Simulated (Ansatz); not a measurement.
## Two runs on SiHClO

System: SiHClO.
Method of run A: RKS wB97M-V/def2-SVP (Ansatz 0.2.0).

The geometry comes from this level: PBE0-D4/def2-TZVP. Text and figures count atoms from 1; the logs count them from 0 in places.

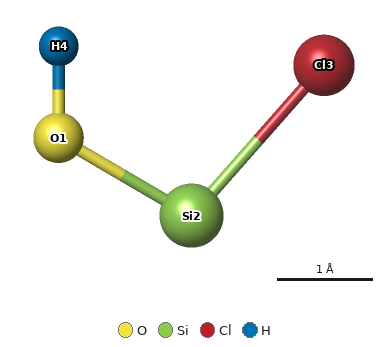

The structure as given in the input (ball-and-stick view, seen on its broad side; atoms are numbered from 1 in the order of the input).

Input, run A:
```yaml
crystal:
  periodic: [false, false, false]
  atoms:
    - {symbol: O, position_ang: [-0.911755, 0.450160, -0.308684]}
    - {symbol: Si, position_ang: [-0.434209, -0.789716, 0.647025]}
    - {symbol: Cl, position_ang: [1.662272, -0.701008, 0.421355]}
    - {symbol: H, position_ang: [-0.260807, 0.980362, -0.779997]}
basis:
  gaussian: {orbitals: def2-SVP}
hamiltonian: {xc: {name: wB97M-V}}
output: {orbitals: {seedname: orbitals}}
```

Hardware: 2 CPU threads, shared host.

Output (run A):
```
Functional definition: wB97M-V
  parameter omega = 0.3/bohr
  parameter cx = 0.15
  parameter cx01 = 1.007
  parameter cx10 = 0.259
  parameter css00 = 0.443
  parameter css04 = -1.437
  parameter css10 = -4.535
  parameter css20 = -3.390
  parameter css43 = 4.278
  parameter cos00 = 1.000
  parameter cos10 = 1.358
  parameter cos20 = 2.924
  parameter cos21 = -8.812
  parameter cos60 = -1.390
  parameter cos61 = 9.142
  parameter b = 6.0
  parameter c = 0.01
  gx(w, u) = 1 - cx + cx01*u + cx10*w
  gss(w, u) = css00 + css04*u^4 + css10*w + css20*w^2 + css43*w^4*u^3
  gos(w, u) = cos00 + cos10*w + (cos20 + cos21*u)*w^2 + (cos60 + cos61*u)*w^6
  exchange = spin_sum(e_x_unif_sr(omega)*gx(b97_w, b97_u_x)) + cx*exact_x_sr(omega) + exact_x_lr(omega)
  correlation = spin_sum(e_c_pw_mod_same_spin*gss(b97_w, b97_u_same))
      + integral(e_c_pw_mod_opposite_spin*gos(b97_w_opposite, b97_u_opposite)) + vv10(b, c)
511 factors; integrals over basis functions are off by at most 1.2e-3 eV
146 factors; integrals over basis functions are off by at most 1.0e-5 eV
mean field evaluation 1: about -22452.1466 eV, gradient 4.3e1 eV
mean field evaluation 2: about -22450.7976 eV, gradient 5.3e1 eV
mean field evaluation 4: about -22455.5830 eV, gradient 1.1e0 eV
mean field evaluation 8: about -22455.6136 eV, gradient 5.6e-2 eV
mean field evaluation 16: about -22455.6137 eV, gradient 2.1e-5 eV
mean field -22455.61366142 eV, -825.2285810956 hartree, gradient 2.1e-5 eV, S^2 0.000000; 0 other end points of the search recorded, 0 dependent functions left out
reference -22455.61369094 eV, -825.2285821804 hartree; 20, 20 occupied and 35, 35 virtual orbitals, 511 factors
Total energy: -22455.61369094 eV, -825.2285821804 hartree
```

For run B the input was changed thus:
```diff
-  gaussian: {orbitals: def2-SVP}
+  gaussian: {orbitals: "def2-QZVPP.json"}
```

Predict how the results change.

The total energy of run B is 244.6 kcal/mol lower, which measures the change of basis and not a stability. The HOMO goes from −9.54 to −9.78 eV. The LUMO goes from 0.28 to −0.09 eV. The basis functions go from 55 to 227.

Output (run B):
```
Functional definition: wB97M-V
  parameter omega = 0.3/bohr
  parameter cx = 0.15
  parameter cx01 = 1.007
  parameter cx10 = 0.259
  parameter css00 = 0.443
  parameter css04 = -1.437
  parameter css10 = -4.535
  parameter css20 = -3.390
  parameter css43 = 4.278
  parameter cos00 = 1.000
  parameter cos10 = 1.358
  parameter cos20 = 2.924
  parameter cos21 = -8.812
  parameter cos60 = -1.390
  parameter cos61 = 9.142
  parameter b = 6.0
  parameter c = 0.01
  gx(w, u) = 1 - cx + cx01*u + cx10*w
  gss(w, u) = css00 + css04*u^4 + css10*w + css20*w^2 + css43*w^4*u^3
  gos(w, u) = cos00 + cos10*w + (cos20 + cos21*u)*w^2 + (cos60 + cos61*u)*w^6
  exchange = spin_sum(e_x_unif_sr(omega)*gx(b97_w, b97_u_x)) + cx*exact_x_sr(omega) + exact_x_lr(omega)
  correlation = spin_sum(e_c_pw_mod_same_spin*gss(b97_w, b97_u_same))
      + integral(e_c_pw_mod_opposite_spin*gos(b97_w_opposite, b97_u_opposite)) + vv10(b, c)
947 factors; their error is unknown
171 factors; integrals over basis functions are off by at most 9.6e-5 eV
mean field evaluation 1: about -22462.0029 eV, gradient 5.0e1 eV
mean field evaluation 2: about -22459.5559 eV, gradient 6.5e1 eV
mean field evaluation 4: about -22466.2029 eV, gradient 1.8e0 eV
mean field evaluation 8: about -22466.2123 eV, gradient 3.4e-2 eV
mean field evaluation 16: about -22466.2216 eV, gradient 1.1e-5 eV
mean field -22466.22156145 eV, -825.6184142315 hartree, gradient 1.1e-5 eV, S^2 0.000000; 0 other end points of the search recorded, 0 dependent functions left out
reference -22466.22160124 eV, -825.6184156937 hartree; 20, 20 occupied and 207, 207 virtual orbitals, 947 factors
Total energy: -22466.22160124 eV, -825.6184156937 hartree
```

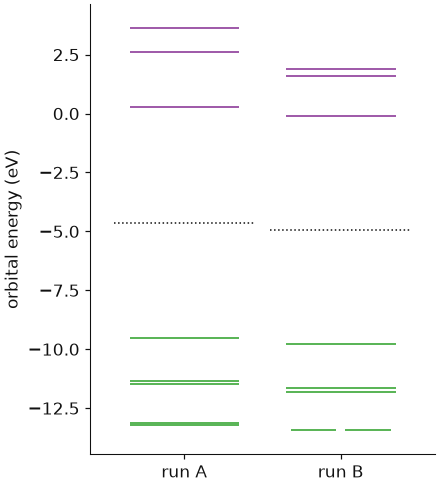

The five highest filled and three lowest empty orbital energies of the two runs; the dotted lines part filled from empty levels. The HOMO–LUMO gap is 9.82 eV in run A and 9.69 eV in run B.

The two runs side by side:

| quantity | run A | run B |
| --- | --- | --- |
| outcome | converged | converged |
| total energy (hartree) | −825.228582 | −825.618416 |
| HOMO (eV) | −9.54 | −9.78 |
| LUMO (eV) | 0.28 | −0.09 |
| basis functions | 55 | 227 |
| wall time (shared host) | 1.8 s | 5.5 s |
